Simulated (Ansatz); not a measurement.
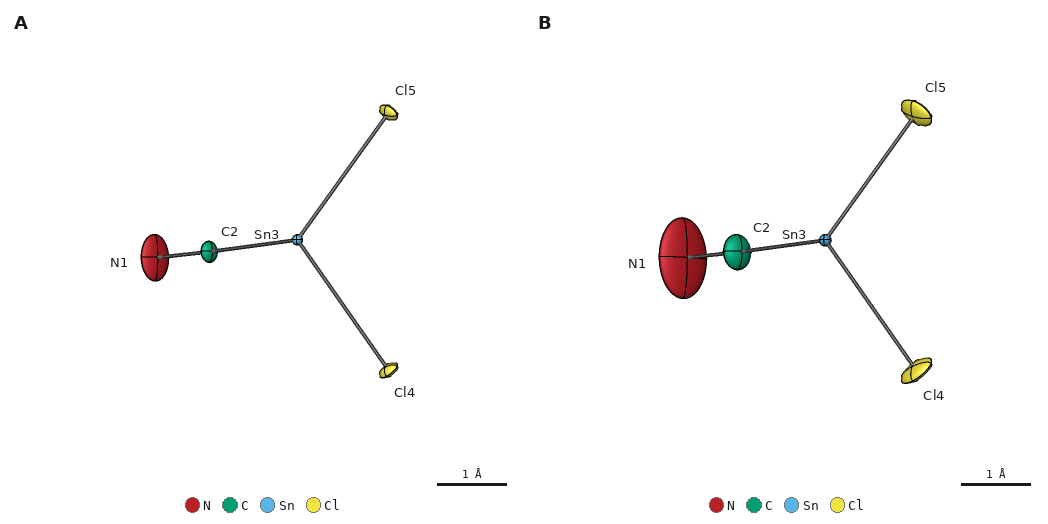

Displacement ellipsoids at the 50 % level, from the internal vibrations of the free molecule (harmonic, no overall translation or rotation; no half-axis is drawn under 0.075 Å). The species is neutral and a spin doublet. Vibrations computed with UKS PBE0-D4/def2-TZVP, core potentials on Sn (Ansatz 0.2.0). One panel is for 298 K, the other for 900 K.

Which panel is for 900 K?

Answer. B.

How much does the mean-square displacement of N1 grow, and why?

Answer. U_eq goes from 0.0244 to 0.0720 Å², a factor of 3.0. Modes below kT (626 cm⁻¹ at 900 K) grow about in proportion to T, and the lowest lies at 75 cm⁻¹; the mean-square amplitude of a mode is its zero-point value times coth(ħω/2kT), which comes close to 1 only above about 3kT.
